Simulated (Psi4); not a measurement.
**AlH3Se (SMILES [AlH2][SeH]) at 3 levels**

Wanted: a comparison of 3 runs (HF/3-21G, HF/6-31G**, r2SCAN50/def2-TZVPP) of AlH3Se. 

The results are computed with Psi4 1.11.

### Step 1. The molecule

AlH3Se has 5 atoms, charge 0, and is taken as a singlet. As SMILES, `[AlH2][SeH]`. The coordinates come from a PBE0-D4/def2-TZVP relaxation.

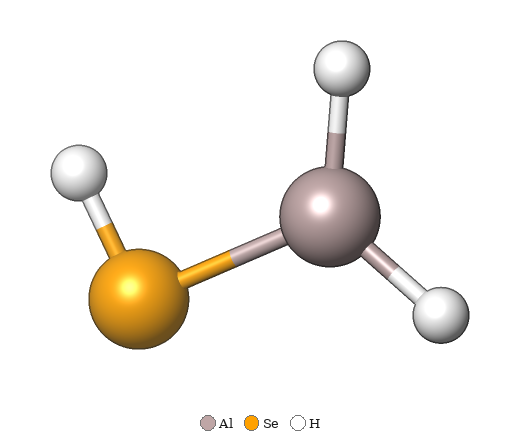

Viewed from a chosen angle; aluminium light grey, selenium orange, hydrogen white.

### Step 2. A single-point energy at HF/3-21G (run 1)

The input, calc.py:

```python
import psi4

psi4.set_memory(1600000000)
psi4.set_num_threads(1)
psi4.core.set_output_file('psi4.out', False)

m = psi4.geometry("""
0 1
Al    -0.435200    -0.530700     0.166800
Se     0.870300     1.346600     0.522900
H     -1.236800    -1.072700     1.415100
H     -0.474100    -1.181000    -1.272800
H      1.325600     1.364100    -0.873500
symmetry c1
""")

psi4.set_options({
    'basis': '3-21G',
    'puream': True,
    'e_convergence': 1e-09,
    'd_convergence': 1e-08,
    'scf_type': 'pk',
})

energy_value, wavefunction = psi4.energy("scf", molecule=m, return_wfn=True)
psi4.oeprop(wavefunction, "QUADRUPOLE", "MULLIKEN_CHARGES", "LOWDIN_CHARGES", title="SCF")
print(f'scf energy: {energy_value:.10f} Eh')
for k, v in sorted(psi4.core.scalar_variables().items()):
    print(f'{k:45s} {v:18.10f}')
```

Command:

```console
$ python calc.py
```

psi4.out:

```text
[...]
  Running in c1 symmetry.
[...]
  Nuclear repulsion =  135.707160294812837
[...]
  Multiplicity = 1
[...]
  Nalpha       = 25
  Nbeta        = 25
[...]
    Number of basis functions: 41
[...]
   @RHF iter   1: -2630.56899436944923   -2.96482e+00   1.55259e-02 ADIIS/DIIS
[...]
   @RHF iter  10: -2630.81243049335308    0.00000e+00   5.41101e-09 DIIS
[...]
  @RHF Final Energy: -2630.81243049335308
   => Energetics <=
    Nuclear Repulsion Energy =            135.7071602948128373
    One-Electron Energy =               -3939.5286092205360546
    Two-Electron Energy =                1173.0090184323707945
    Total Energy =                      -2630.8124304933526219
[...]
 Multipole Moments:
 ------------------------------------------------------------------------------------
     Multipole            Electronic (a.u.)      Nuclear  (a.u.)        Total (a.u.)
 ------------------------------------------------------------------------------------
 L = 1.  Multiply by 2.5417464519 to convert [e a0] to [Debye]
 Dipole X            :          4.6283502           -4.8596855           -0.2313353
 Dipole Y            :          7.1453951           -7.6236206           -0.4782255
 Dipole Z            :          2.4328797           -2.8429248           -0.4100451
 Magnitude           :                                                    0.6710832
 L = 2.  Multiply by 1.3450342976 to convert [e a0^2] to [Debye ang]
 Quadrupole XX       :        -99.2255326           74.1672967          -25.0582359
 Quadrupole XY       :       -104.3248253          103.0505724           -1.2742530
[...]
```

The script printed:

```text
scf energy: -2630.8124304934 Eh
CURRENT ENERGY                                  -2630.8124304934
CURRENT REFERENCE ENERGY                        -2630.8124304934
DD SOLVATION ENERGY                                 0.0000000000
HF KINETIC ENERGY                                2632.5047243165
HF POTENTIAL ENERGY                             -5263.3171548099
HF TOTAL ENERGY                                 -2630.8124304934
HF VIRIAL RATIO                                     1.9993571545
NUCLEAR REPULSION ENERGY                          135.7071602948
ONE-ELECTRON ENERGY                             -3939.5286092205
PCM POLARIZATION ENERGY                             0.0000000000
PE ENERGY                                           0.0000000000
SCF ITERATION ENERGY                            -2630.8124304934
SCF ITERATIONS                                     10.0000000000
SCF TOTAL ENERGY                                -2630.8124304934
TWO-ELECTRON ENERGY                              1173.0090184324
```

Wall time 1.4 s (1 thread of Intel Xeon Platinum 8559C (Emerald Rapids), shared host); peak memory 0.2 GiB.

### Step 3. Energy and gradient at HF/6-31G(d,p) (spherical functions) (run 2)

The input, job.dat:

```
memory 1.6 GB

molecule {
  Al    -0.82240881    -1.00287765     0.31520632
  Se     1.64462865     2.54470520     0.98813779
  H     -2.33721327    -2.02710921     2.67415144
  H     -0.89591916    -2.23176655    -2.40524341
  H      2.50502095     2.57777541    -1.65067577
  units au
  symmetry c1
  no_reorient
  no_com
}

set {
  basis 6-31G**
  reference rhf
  puream true
  e_convergence 1e-09
  d_convergence 1e-08
  scf_type pk
}

e_tot, wfn = gradient("hf", return_wfn=True)
oeprop(wfn, "DIPOLE", "LOWDIN_CHARGES", "QUADRUPOLE", title="HF")
print_variables()
```

Command:

```console
$ psi4 -i job.dat -o job.out -n 1
```

job.out:

```text
[...]
  Running in c1 symmetry.
[...]
  Nuclear repulsion =  135.707160387707376
[...]
  Multiplicity = 1
[...]
  Nalpha       = 25
  Nbeta        = 25
[...]
    Number of basis functions: 65
[...]
   @RHF iter   1: -2642.70718689525893   -2.91693e+00   2.59098e-02 DIIS/ADIIS
[...]
   @RHF iter  11: -2643.22038078238165   -3.18323e-12   3.81602e-09 DIIS
[...]
    Orbital Energies [Eh]
    ---------------------
    Doubly Occupied:
       1A   -460.824454     2A    -60.662775     3A    -58.488588
       4A    -54.266832     5A    -54.266156     6A    -54.265888
       7A     -8.912323     8A     -6.646553     9A     -6.642607
      10A     -6.639667    11A     -4.914233    12A     -3.229005
      13A     -3.226708    14A     -3.225666    15A     -2.613762
      16A     -2.611332    17A     -2.608473    18A     -2.604192
      19A     -2.604139    20A     -0.907518    21A     -0.568419
      22A     -0.511513    23A     -0.441739    24A     -0.405434
      25A     -0.359065
[...]
  @RHF Final Energy: -2643.22038078238165
   => Energetics <=
    Nuclear Repulsion Energy =            135.7071603877073755
    One-Electron Energy =               -3952.9610000196553301
    Two-Electron Energy =                1174.0334588495661592
    Total Energy =                      -2643.2203807823816533
[...]
  -Total Gradient:
     Atom            X                  Y                   Z
    ------   -----------------  -----------------  -----------------
       1        0.003274374475     0.003651897701    -0.001599763713
       2       -0.003804626164    -0.001393920890     0.008626712900
       3       -0.000303079989     0.000197218860     0.001457388249
       4       -0.000096625906    -0.000637728373    -0.001268977419
       5        0.000929957587    -0.001817467558    -0.007215360074
[...]
```

Run time: 4.5 s. Hardware: 1 thread of Intel Xeon Platinum 8559C (Emerald Rapids), shared host; peak memory 0.24 GiB.

### Step 4. A single-point energy at r2SCAN50/def2-TZVPP (ddCOSMO benzene) (run 3)

The input, job.dat:

```
memory 1600 MB

molecule m {
  0 1
  Al    -0.435200    -0.530700     0.166800
  Se     0.870300     1.346600     0.522900
  H     -1.236800    -1.072700     1.415100
  H     -0.474100    -1.181000    -1.272800
  H      1.325600     1.364100    -0.873500
  symmetry c1
  no_reorient
  no_com
}

set globals {
  scf_type pk
  print 2
  ddx true
  ddx_model cosmo
  ddx_solvent benzene
  ddx_radii_set uff
}

result, w = energy('r2scan50/def2-TZVPP', return_wfn=True)
print_variables()
```

Command:

```console
$ psi4 -i job.dat -o job.out -n 1
```

job.out:

```text
[...]
  Running in c1 symmetry.
[...]
  Nuclear repulsion =  135.707160294812837
[...]
  Multiplicity = 1
[...]
  Nalpha       = 25
  Nbeta        = 25
[...]
      Number of basis functions:       132
[...]
   @RKS iter   1: -2645.06020041123929   -2.31698e+00   1.52367e-02 ADIIS/DIIS
[...]
   @RKS iter   8: -2645.76016612400463   -5.05652e-08   2.34315e-07 DIIS
[...]
  @RKS Final Energy: -2645.76016612400463
   => Energetics <=
    Nuclear Repulsion Energy =            135.7071602948128373
    One-Electron Energy =               -3954.2481926229788769
    Two-Electron Energy =                1227.3615329711547020
    DFT Exchange-Correlation Energy =     -54.5779342634627369
    Empirical Dispersion Energy =           0.0000000000000000
    VV10 Nonlocal Energy =                  0.0000000000000000
    DD Solvation Energy =                 -0.0027325035304246
    Total Energy =                      -2645.7601661240046269
[...]
 Multipole Moments:
 ------------------------------------------------------------------------------------
     Multipole            Electronic (a.u.)      Nuclear  (a.u.)        Total (a.u.)
 ------------------------------------------------------------------------------------
 L = 1.  Multiply by 2.5417464519 to convert [e a0] to [Debye]
 Dipole X            :        -44.6050025           44.4979480           -0.1070545
 Dipole Y            :        -72.0773717           71.8014669           -0.2759048
 Dipole Z            :        -36.6348051           36.3125993           -0.3222058
 Magnitude           :                                                    0.4374936
[...]
```

Run time: 17 s. Hardware: 1 thread of Intel Xeon Platinum 8559C (Emerald Rapids), shared host; peak memory 0.95 GiB.

### Step 5. Overview of the runs

```tsv
run	level	task	SCF convergence threshold	energy (Eh)	dipole moment (D)	HOMO energy (eV)	LUMO energy (eV)	wall time
1	HF/3-21G	energy	1e-09	-2630.812430	1.71	-9.75	1.03	1.4 s
2	HF/6-31G** (spherical functions)	gradient	1e-09	-2643.220381	1.38	-9.77	1.13	4.5 s
3	r2SCAN50/def2-TZVPP (ddCOSMO benzene)	energy	–	-2645.760166	1.11	-8.64	-0.56	17 s
```

### Step 6. Results

| quantity | value |
| --- | --- |
| run 3: total energy | -2645.76017 Eh |
| run 3: dipole moment | 1.11 D |
| run 3: HOMO energy | -8.64 eV |
| run 3: LUMO energy | -0.56 eV |
| run 3: HOMO–LUMO gap | 8.08 eV |
| run 3: solvent term in the energy | -7.2 kJ/mol |

**Reading.** The dipole moment (its size) runs from 1.11 D (r2SCAN50/def2-TZVPP) to 1.71 D (HF/3-21G). The two ends differ in method and basis and solvent. The HOMO–LUMO gap runs from 8.08 eV (r2SCAN50/def2-TZVPP) to 10.91 eV (HF/6-31G**). All runs together took 23 s, the longest 17 s.
